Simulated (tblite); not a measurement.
**Geometry relaxation, with input and output: C$_{4}$H$_{10}$B$_{2}$O (part 3 of 3)**

C$_{4}$H$_{10}$B$_{2}$O; GFN2-xTB geometry optimisation, gas phase (tblite 0.8.0). It belongs to a series of runs on one base structure; here: H on B replaced by cPr.

**Trajectory as extended XYZ, continued**
```
17
Properties=species:S:1:pos:R:3:forces:R:3 step=113 energy=-551.32885
C     2.5284   -0.4477    0.5662    0.0080   0.0010  -0.0110
B     1.8601    0.3739   -0.6276   -0.0030   0.0060   0.0010
O     0.7140    0.0127   -1.1239    0.0120   0.0050   0.0060
B    -0.4821   -0.3654   -1.4741    0.0070   0.0010  -0.0020
C    -1.7341    0.0323   -0.6047    0.0030  -0.0140  -0.0080
C    -1.6356    1.0271    0.5254    0.0090   0.0150  -0.0100
C    -1.7480   -0.4207    0.8427   -0.0070  -0.0360  -0.0070
H     2.7106    0.2174    1.4073    0.0160  -0.0170   0.0490
H     1.9040   -1.2678    0.9130    0.0170  -0.0010  -0.0060
H     3.4946   -0.8599    0.2853    0.0050   0.0070  -0.0230
H     2.3969    1.3328   -1.0670   -0.0200   0.0060   0.0230
H    -0.6069   -1.0472   -2.4301   -0.0170  -0.0150  -0.0250
H    -2.7004   -0.0137   -1.0937   -0.0220   0.0050   0.0110
H    -2.4855    1.6645    0.7175   -0.0040   0.0160  -0.0060
H    -0.6815    1.5062    0.6938   -0.0060   0.0120  -0.0280
H    -0.8695   -0.9264    1.2125    0.0140  -0.0200   0.0300
H    -2.6719   -0.8060    1.2477   -0.0120   0.0290   0.0060
17
Properties=species:S:1:pos:R:3:forces:R:3 step=118 energy=-551.33250
C     2.4750   -0.4715    0.5713    0.0020  -0.0070   0.0350
B     1.8360    0.3919   -0.6068   -0.0020   0.0110   0.0260
O     0.7129    0.0316   -1.1535   -0.0400   0.0020   0.0010
B    -0.4803   -0.3652   -1.4951   -0.0340  -0.0150  -0.0340
C    -1.7262   -0.0014   -0.5996   -0.0030   0.0150  -0.0090
C    -1.6217    1.0383    0.4899   -0.0030   0.0170  -0.0090
C    -1.6778   -0.4017    0.8621    0.0130   0.0570   0.0110
H     2.6259    0.1515    1.4513    0.0370  -0.0210  -0.0050
H     1.8454   -1.3090    0.8616    0.0210  -0.0320  -0.0100
H     3.4494   -0.8654    0.2938    0.0260   0.0040   0.0130
H     2.3770    1.3720   -0.9858   -0.0240   0.0310  -0.0120
H    -0.6076   -1.0266   -2.4661   -0.0050   0.0000   0.0000
H    -2.7056   -0.0912   -1.0549   -0.0120  -0.0170  -0.0060
H    -2.4796    1.6646    0.6935    0.0140  -0.0590  -0.0300
H    -0.6781    1.5551    0.5900    0.0190  -0.0090   0.0290
H    -0.7743   -0.8706    1.2218   -0.0010   0.0100   0.0130
H    -2.5772   -0.7905    1.3166   -0.0080   0.0140  -0.0160
17
Properties=species:S:1:pos:R:3:forces:R:3 step=123 energy=-551.33971
C     2.4924   -0.5444    0.5505    0.0530   0.0000  -0.1030
B     1.8242    0.3908   -0.5567   -0.0540   0.0080  -0.0410
O     0.7018    0.0522   -1.1202    0.0170  -0.0470  -0.0200
B    -0.4808   -0.3513   -1.4949    0.0320   0.0210   0.0100
C    -1.7275   -0.0302   -0.5890    0.0320  -0.0650   0.0030
C    -1.6834    1.0781    0.4349    0.0500  -0.0080   0.0010
C    -1.6167   -0.3331    0.8930   -0.0370  -0.0890   0.0420
H     2.5859    0.0136    1.4781    0.0450  -0.0460   0.0860
H     1.9175   -1.4446    0.7442   -0.0710  -0.0220   0.0440
H     3.4935   -0.8601    0.2659    0.0320   0.0750   0.0050
H     2.3332    1.4132   -0.8666    0.0000  -0.0080   0.0120
H    -0.5858   -0.9775   -2.4927   -0.0160   0.0340   0.0240
H    -2.7104   -0.2211   -0.9985   -0.0500  -0.0080  -0.0940
H    -2.5966    1.6239    0.6081   -0.0370   0.0810   0.0410
H    -0.7910    1.6825    0.4961    0.0320  -0.0030  -0.0260
H    -0.6776   -0.7294    1.2564   -0.0690   0.1080  -0.0040
H    -2.4859   -0.7505    1.3815    0.0410  -0.0300   0.0190
17
Properties=species:S:1:pos:R:3:forces:R:3 step=129 energy=-551.35230
C     2.5622   -0.6041    0.5242   -0.0160   0.0140  -0.0060
B     1.7998    0.3781   -0.4793    0.0180  -0.0040  -0.0440
O     0.6942    0.0223   -1.0645    0.0390  -0.0350  -0.0010
B    -0.4843   -0.3471   -1.4813    0.0080  -0.0350   0.0210
C    -1.7387   -0.0781   -0.5736   -0.0720   0.0100  -0.0350
C    -1.7467    1.1000    0.3743    0.0040   0.0420   0.0000
C    -1.6249   -0.2736    0.9235    0.0320  -0.0270  -0.0020
H     2.6461   -0.1484    1.5079    0.0020   0.0350   0.0410
H     2.0641   -1.5636    0.6485    0.0220   0.0190  -0.0540
H     3.5804   -0.7882    0.1887   -0.0110  -0.0330  -0.0130
H     2.2482    1.4483   -0.7195   -0.0090  -0.0150   0.0370
H    -0.5954   -0.8857   -2.5265    0.0390   0.0070  -0.0050
H    -2.7124   -0.3227   -0.9845    0.0220  -0.0180  -0.0140
H    -2.6839    1.6184    0.4938   -0.0550   0.0780   0.0760
H    -0.8828    1.7489    0.4002    0.0120  -0.0500  -0.0330
H    -0.6686   -0.5941    1.3079    0.0380   0.0500   0.0250
H    -2.4642   -0.6982    1.4502   -0.0730  -0.0380   0.0080
17
Properties=species:S:1:pos:R:3:forces:R:3 step=134 energy=-551.35770
C     2.6113   -0.6221    0.5054    0.0060   0.0000  -0.0070
B     1.8070    0.3679   -0.4545    0.0290   0.0160   0.0000
O     0.6973    0.0061   -1.0261   -0.0250  -0.0140   0.0170
B    -0.4801   -0.3477   -1.4599    0.0180   0.0120  -0.0090
C    -1.7526   -0.0847   -0.5701    0.0160   0.0130   0.0200
C    -1.7938    1.1110    0.3586   -0.0140  -0.0220  -0.0100
C    -1.6541   -0.2526    0.9323   -0.0140   0.0220  -0.0080
H     2.6989   -0.2033    1.5066   -0.0160   0.0010  -0.0130
H     2.1454   -1.6009    0.5910    0.0050   0.0040  -0.0010
H     3.6281   -0.7628    0.1451   -0.0010  -0.0200   0.0010
H     2.2304    1.4522   -0.6701   -0.0060   0.0150   0.0090
H    -0.5695   -0.8594   -2.5218   -0.0100  -0.0030   0.0210
H    -2.7117   -0.3604   -0.9922   -0.0210  -0.0050  -0.0040
H    -2.7370    1.6251    0.4764    0.0240   0.0080  -0.0070
H    -0.9329    1.7634    0.3763   -0.0030  -0.0060  -0.0100
H    -0.6960   -0.5382    1.3399    0.0050   0.0010   0.0090
H    -2.4975   -0.6815    1.4532    0.0050  -0.0220  -0.0080
17
Properties=species:S:1:pos:R:3:forces:R:3 step=139 energy=-551.35852
C     2.6298   -0.6339    0.4900   -0.0030  -0.0030  -0.0020
B     1.8159    0.3710   -0.4461   -0.0030  -0.0010   0.0170
O     0.6997    0.0129   -1.0072   -0.0110  -0.0010  -0.0040
B    -0.4740   -0.3430   -1.4477   -0.0050  -0.0120   0.0060
C    -1.7537   -0.0899   -0.5652   -0.0200   0.0000  -0.0190
C    -1.8150    1.1147    0.3499    0.0070   0.0000   0.0070
C    -1.6656   -0.2408    0.9391   -0.0010  -0.0120   0.0030
H     2.7111   -0.2334    1.4987    0.0040   0.0020   0.0050
H     2.1704   -1.6176    0.5577    0.0010   0.0160  -0.0100
H     3.6473   -0.7624    0.1282    0.0070  -0.0080   0.0010
H     2.2265    1.4634   -0.6429    0.0120   0.0070  -0.0020
H    -0.5580   -0.8562   -2.5089   -0.0030   0.0080   0.0030
H    -2.7072   -0.3808   -0.9929    0.0090   0.0040   0.0160
H    -2.7603    1.6256    0.4575   -0.0070  -0.0040  -0.0150
H    -0.9595    1.7740    0.3652    0.0080  -0.0030  -0.0010
H    -0.7082   -0.5120    1.3584    0.0150   0.0050   0.0010
H    -2.5062   -0.6796    1.4561   -0.0080   0.0030  -0.0070
17
Properties=species:S:1:pos:R:3:forces:R:3 step=144 energy=-551.35875
C     2.6347   -0.6359    0.4857    0.0010  -0.0010   0.0020
B     1.8161    0.3753   -0.4394    0.0020  -0.0010  -0.0030
O     0.6988    0.0173   -0.9993    0.0010   0.0010  -0.0010
B    -0.4724   -0.3443   -1.4422    0.0000   0.0000   0.0010
C    -1.7547   -0.0940   -0.5635    0.0010  -0.0040   0.0040
C    -1.8187    1.1147    0.3461   -0.0010  -0.0020  -0.0040
C    -1.6698   -0.2381    0.9419    0.0000   0.0000  -0.0030
H     2.7185   -0.2467    1.4987    0.0000   0.0010  -0.0010
H     2.1748   -1.6197    0.5428    0.0000   0.0020   0.0010
H     3.6517   -0.7616    0.1207   -0.0030  -0.0010  -0.0010
H     2.2267    1.4687   -0.6334   -0.0010  -0.0020   0.0030
H    -0.5529   -0.8539   -2.5053    0.0000   0.0030   0.0020
H    -2.7071   -0.3886   -0.9899    0.0000   0.0030   0.0020
H    -2.7651    1.6255    0.4449    0.0000  -0.0010   0.0010
H    -0.9628    1.7736    0.3598   -0.0010   0.0000   0.0020
H    -0.7125   -0.5051    1.3652   -0.0020   0.0020  -0.0010
H    -2.5125   -0.6751    1.4573    0.0030   0.0020  -0.0010
```

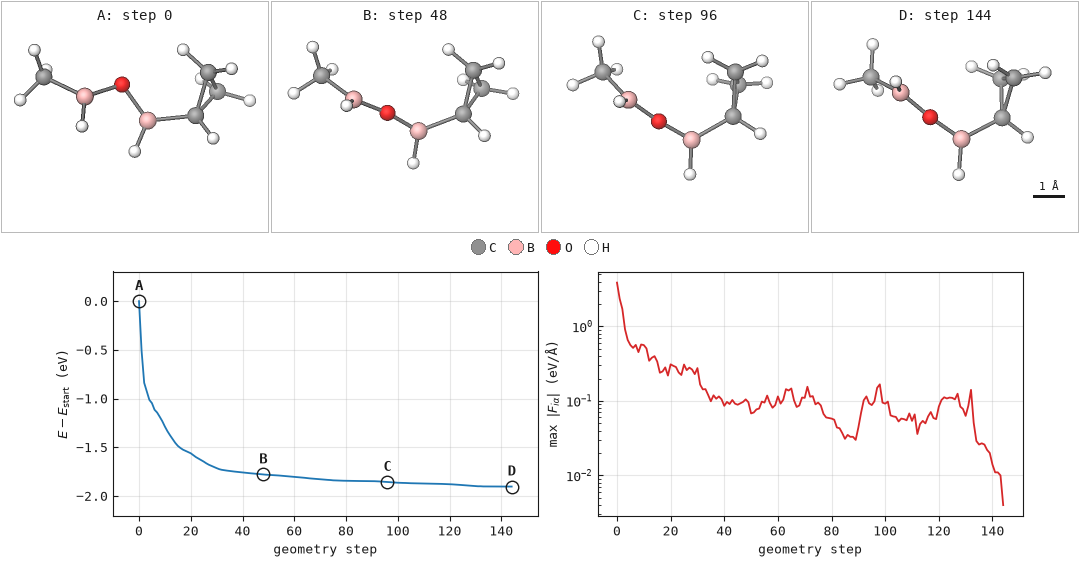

Figure 1. Frames of the relaxation (ball-and-stick view, seen at a tilt) above the curves, on which the letters mark them (steps are counted from 0).

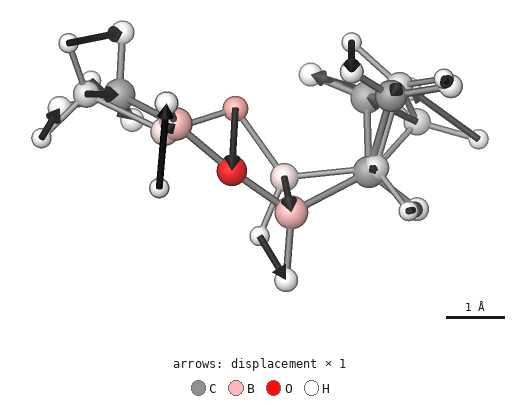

Figure 2. Start (faint) and end (solid) with the displacements as black arrows, at true length (ball-and-stick view, seen at a tilt). The two geometries are laid on each other by the best rigid fit. H11 moves most after the best rigid fit: 1.60 Å. By element the largest moves are H 1.60 Å, O 1.20 Å, C 0.99 Å, B 0.75 Å. Among the contacts that change: O3–B4 1.481 → 1.303 Å, B2–O3 1.457 → 1.300 Å, C6–H15 1.124 → 1.080 Å, C5–H13 1.108 → 1.084 Å. Among the angles that change: B2–O3–B4 109.6° → 174.3°, B4–C5–C6 112.4° → 119.8°, B2–C1–H10 105.6° → 111.0°. After 144 geometry steps the energy has fallen by 1.902 eV. Largest force component: 3.9 eV/Å at the start, 0.004 eV/Å at the end. (Atoms are counted from 1 in the order of the input.)

This output came from the following input.

**Input**
```
{"job": {"kind": "relax", "xc": "GFN2-xTB", "basis": "xTB"}, "charge": 0, "multiplicity": 1}
C      3.277700    -0.288700     0.280400
B      1.962800     0.269100    -0.468800
O      0.697200     0.039500     0.216600
B     -0.317100    -0.429100    -0.755900
C     -1.837200     0.013500    -0.550400
C     -2.026200     0.871500     0.685900
C     -2.614400    -0.505100     0.618700
H      3.787800     0.517800     0.855700
H      3.054300    -1.176200     0.908100
H      3.975900    -0.582700    -0.525400
H      2.037900     0.476300    -1.622500
H      0.045900    -0.509100    -1.875700
H     -2.398500     0.382400    -1.431600
H     -2.638600     1.767200     0.547400
H     -1.125500     0.932000     1.355500
H     -2.170900    -1.250400     1.310100
H     -3.718000    -0.516200     0.442100
```

The first line tells a small driver script what to run in tblite; the rest is the geometry in Å.

Launched with:
```bash
OMP_NUM_THREADS=1 python <driver script> task.json out
```

**Results in brief**

```tsv
quantity	value
outcome	converged
total energy	−551.3587 eV
hardware	1 CPU thread, shared host
wall time	0.84 s
peak memory	0.18 GiB
```
